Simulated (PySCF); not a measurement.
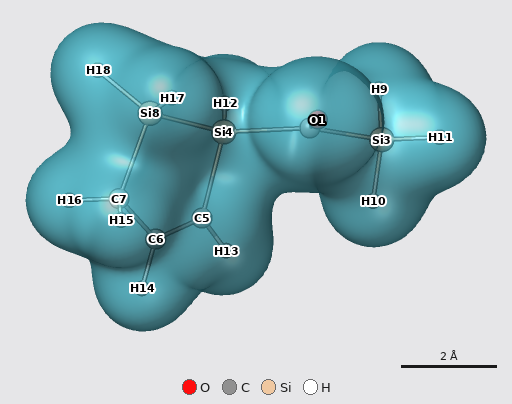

*C$_{4}$H$_{10}$OSi$_{3}$. Isosurface of the electron density at 0.05 e/Å³ (cyan), seen at a tilt.*

Geometry: GFN2-xTB.

Computed with PySCF 2.14.0, PBE0/pcSseg-1, SCF density, gas phase, non-relativistic.

Input file:

```
{"job": {"kind": "nmr", "xc": "PBE0", "basis": "pcSseg-1"}, "charge": 0, "multiplicity": 1}
O      1.615743     1.848701    -0.313260
C      1.762971     0.641545    -0.255063
Si     3.451032    -0.087430     0.328517
Si     0.245856    -0.480286    -0.704104
C     -0.591857    -0.944367     0.921437
C     -1.835832    -0.521493     1.127222
C     -2.624122     0.287774     0.145477
Si    -1.585157     0.724760    -1.412677
H      3.948694    -0.912831    -0.771509
H      3.152243    -0.919086     1.493903
H      4.370679     0.995651     0.654122
H      0.806479    -1.677325    -1.353386
H     -0.095187    -1.528139     1.684383
H     -2.354483    -0.758361     2.051976
H     -2.984933     1.186708     0.650854
H     -3.523243    -0.274640    -0.119892
H     -1.473473     2.179757    -1.532112
H     -2.294170     0.245378    -2.607544
```

Launched as:

```sh
OMP_NUM_THREADS=1 python probes_run.py task.json out
```

Q: How is the density connected at this value?

A: At this value the surface is in one piece. It bridges the sampled C–O (1.22 Å), C–C (1.33 Å), C–Si (1.89 Å) and Si–Si (2.30 Å) contacts, where the density stays above the isovalue. On the grid the lowest density along these lines, outside the cores, is 2.7 e/Å³ (C–O, 1.22 Å), 2.3 e/Å³ (C–C, 1.33 Å), 0.78 e/Å³ (C–Si, 1.89 Å) and 0.64 e/Å³ (Si–Si, 2.30 Å).
